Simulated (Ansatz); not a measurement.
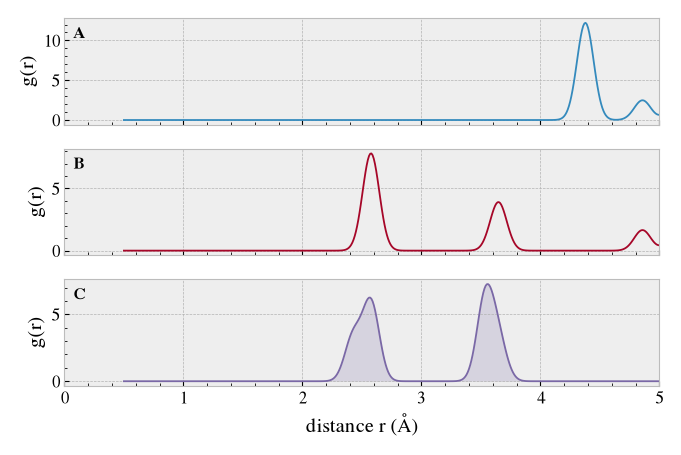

Element-resolved g(r), computed from the atomic positions of Si₂Ge₃, each distance broadened by a Gaussian of σ = 0.07 Å. Structure used: the input geometry of an electronic-structure calculation (not necessarily at equilibrium); the starting structure was generated, so it need not be a known form of this composition.

```yaml
crystal:
  lattice:
    - [5.15548, 0.00000, 0.00000]
    - [0.00000, 5.15548, 0.00000]
    - [0.00000, 0.00000, 4.85779]
  atoms:
    - { symbol: Si, position: [0.00000, 0.00000, 0.50000] }
    - { symbol: Si, position: [0.50000, 0.50000, 0.00000] }
    - { symbol: Ge, position: [0.00000, 0.00000, 0.00000] }
    - { symbol: Ge, position: [0.00000, 0.50000, 0.00000] }
    - { symbol: Ge, position: [0.50000, 0.00000, 0.00000] }
```

The panels are unlabelled. Name the pair for each.

panel A is Si–Si (first distance 4.38 Å); panel B is Ge–Ge (first distance 2.58 Å); panel C is Si–Ge (first distance 2.43 Å).

Give the first two coordination shells of each pair (distances closer than 0.12 Å counted as one shell; neighbours averaged over all atoms of the first element).

```json
{"pair": "Si–Si", "first shell (Å)": "4.38", "neighbours in it": "8 Si per Si", "second shell (Å)": "4.86", "neighbours in the second": "2"}
{"pair": "Ge–Ge", "first shell (Å)": "2.58", "neighbours in it": "2.67 Ge per Ge", "second shell (Å)": "3.65", "neighbours in the second": "2.67"}
{"pair": "Si–Ge", "first shell (Å)": "2.43", "neighbours in it": "1 Ge per Si", "second shell (Å)": "2.58", "neighbours in the second": "2"}
```
